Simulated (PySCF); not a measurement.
# Si2PH7 (SMILES [SiH3]P[SiH3]) at 3 levels

We compute a comparison of 3 runs (HF/pc-0, HF/pc-1, HF/aug-pc-1) of Si2PH7. Input form: a Python script.

The calculation is run with PySCF 2.14.0.

**1. The molecule**

Si2PH7 has 10 atoms, charge 0, and is taken as a singlet. SMILES: `[SiH3]P[SiH3]`. The coordinates come from a PBE0-D4/def2-TZVP relaxation.

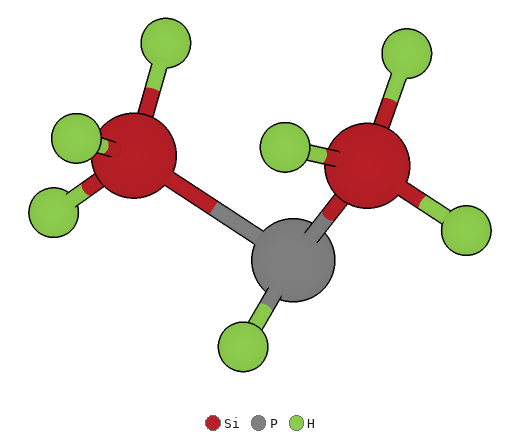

Viewed from a chosen angle; silicon red, phosphorus grey, hydrogen green.

**2. The polarisability at HF/pc-0 (run 1)**

Input file calc.py:

```python
import numpy
from pyscf import gto, scf
from pyscf.prop.polarizability import rhf

system = gto.M(
    atom='''
Si    -2.444550     1.396508    -1.459247
P     -0.908769    -2.431889    -0.428779
Si     2.302820    -0.978311     1.948308
H     -4.355063     1.084703    -3.493726
H     -0.472998     3.203086    -2.324552
H     -3.696304     2.442660     0.826755
H      0.569374    -2.678120    -2.660167
H      4.033053    -3.112379     2.529965
H      1.203000    -0.005858     4.342591
H      3.769626     1.079978     0.718663
''',
    verbose=3,
    unit='bohr',
    charge=0,
    spin=0,
    max_memory=1860,
    basis='pc-0',
)

myscf = scf.RHF(system)
myscf.conv_tol = 1e-10
myscf.kernel()
if not myscf.converged:
    myscf = myscf.newton().run(myscf.mo_coeff, myscf.mo_occ)

e_tot = myscf.e_tot
print('E = %.10f Eh' % e_tot)
pol = rhf.Polarizability(myscf)
alpha = pol.polarizability()
print('isotropic polarizability %.4f bohr^3' % (numpy.trace(alpha) / 3))
alpha_w = pol.polarizability_with_freq(freq=0.0774)
beta = pol.hyper_polarizability()
```

Command:

```sh
$ OMP_NUM_THREADS=1 python calc.py
```

What it wrote:

```text
converged SCF energy = -922.103115877221
E = -922.1031158772 Eh
isotropic polarizability 73.3709 bohr^3
```

Wall time 7.5 s (1 thread of Arm Neoverse V1, shared host); peak memory 0.12 GiB.

**3. The response to a field at HF/pc-1 (run 2)**

Input file start.xyz:

```xyz
10

Si    -1.293600     0.739000    -0.772200
P     -0.480900    -1.286900    -0.226900
Si     1.218600    -0.517700     1.031000
H     -2.304600     0.574000    -1.848800
H     -0.250300     1.695000    -1.230100
H     -1.956000     1.292600     0.437500
H      0.301300    -1.417200    -1.407700
H      2.134200    -1.647000     1.338800
H      0.636600    -0.003100     2.298000
H      1.994800     0.571500     0.380300
```

Input file calc.py:

```python
import numpy
from pyscf import gto
from pyscf.prop.polarizability import rhf

mol = gto.M(
    atom='start.xyz',
    basis='pc-1',
    charge=0,
    max_memory=1860,
    verbose=3,
    spin=0,
)

hf = mol.RHF()
hf.conv_tol = 1e-10
hf.kernel()
if not hf.converged:
    hf = hf.newton().run(hf.mo_coeff, hf.mo_occ)

e_tot = hf.e_tot
print('E = %.10f Eh' % e_tot)
pol = rhf.Polarizability(hf)
alpha = pol.polarizability()
print('isotropic polarizability %.4f bohr^3' % (numpy.trace(alpha) / 3))
alpha_w = pol.polarizability_with_freq(freq=0.0774)
beta = pol.hyper_polarizability()
```

Command:

```sh
$ OMP_NUM_THREADS=1 python calc.py
```

What it wrote:

```text
converged SCF energy = -922.64222636097
E = -922.6422263610 Eh
isotropic polarizability 73.5401 bohr^3
```

Wall time 31 s (1 thread of Arm Neoverse V1, shared host); peak memory 0.18 GiB.

**4. The polarisability at HF/aug-pc-1 (run 3)**

Input file calc.py:

```python
# [SiH3]P[SiH3]
import numpy
from pyscf import gto, scf
from pyscf.prop.polarizability import rhf

mol = gto.Mole()
mol.atom = '''
Si    -1.293600     0.739000    -0.772200
P     -0.480900    -1.286900    -0.226900
Si     1.218600    -0.517700     1.031000
H     -2.304600     0.574000    -1.848800
H     -0.250300     1.695000    -1.230100
H     -1.956000     1.292600     0.437500
H      0.301300    -1.417200    -1.407700
H      2.134200    -1.647000     1.338800
H      0.636600    -0.003100     2.298000
H      1.994800     0.571500     0.380300
'''
mol.max_memory = 1860
mol.verbose = 3
mol.charge = 0
mol.basis = 'aug-pc-1'
mol.build()

myscf = scf.RHF(mol)
myscf.conv_tol = 1e-10
myscf.kernel()
if not myscf.converged:
    myscf = myscf.newton().run(myscf.mo_coeff, myscf.mo_occ)

e_tot = myscf.e_tot
print('E(%s) = %.9f' % ('HF', e_tot))
pol = rhf.Polarizability(myscf)
alpha = pol.polarizability()
print('isotropic polarizability %.4f bohr^3' % (numpy.trace(alpha) / 3))
alpha_w = pol.polarizability_with_freq(freq=0.0774)
beta = pol.hyper_polarizability()
```

Command:

```sh
$ OMP_NUM_THREADS=1 python calc.py
```

What it wrote:

```text
converged SCF energy = -922.65546263268
E(HF) = -922.655462633
isotropic polarizability 81.8584 bohr^3
```

Wall time 4 min (1 thread of Arm Neoverse V1, shared host); peak memory 0.53 GiB.

**5. Overview of the runs**

```
run        level  energy (Eh)  dipole moment (D)  HOMO energy (eV)  LUMO energy (eV)  wall time
  1      HF/pc-0  -922.103116               1.45             -9.93              3.74      7.5 s
  2      HF/pc-1  -922.642226               1.01            -10.00              3.09       31 s
  3  HF/aug-pc-1  -922.655463               0.77             -9.92              0.86      4 min
```

**6. Outcome**

| quantity | value |
| --- | --- |
| run 3: total energy | -922.65546 Eh |
| run 3: dipole moment | 0.77 D |
| run 3: HOMO energy | -9.92 eV |
| run 3: LUMO energy | 0.86 eV |
| run 3: HOMO–LUMO gap | 10.78 eV |
| run 3: mean static polarisability | 81.9 bohr³ |
| run 3: mean polarisability at ω = 0.0774 Eh | 85.0 bohr³ |

In words: The dipole moment (its size) runs from 0.77 D (HF/aug-pc-1) to 1.45 D (HF/pc-0). The HOMO–LUMO gap runs from 10.78 eV (HF/aug-pc-1) to 13.67 eV (HF/pc-0). All runs together took 4.7 min, the longest 4 min.
